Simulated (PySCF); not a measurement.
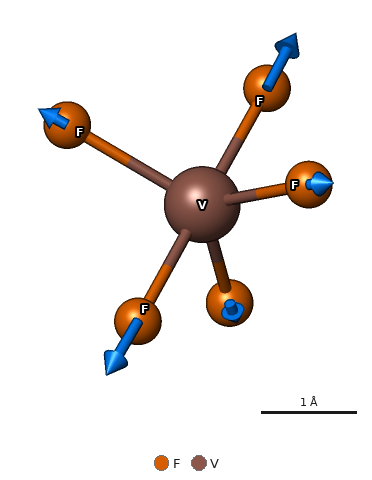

A relaxation of VF5. The starting structure is drawn; blue arrows show the displacements, magnified 10 times. The two geometries are superimposed by the best rigid fit.

The picture is a ball-and-stick view, seen from a free direction.

The start comes from GFN2-xTB.

These are results of PySCF, PBE0-D3(BJ)/def2-SVP geometry optimisation, gas phase, not measurements. 

### Atoms of which element are displaced furthest, and by how much?

Fluorine: up to 0.078 Å, against 0.002 Å for vanadium.

### What did the optimiser do to the structure, and how much energy did it gain?

The energy falls by 32.8 kJ/mol in 5 geometry steps. The largest moves after the best rigid fit, 0.078 Å, are those of F atoms. By element the largest moves are F 0.078 Å, V 0.002 Å. Near-neighbour distances that change, for instance: F–V 1.643 → 1.721 Å, F–V 1.651 → 1.685 Å.
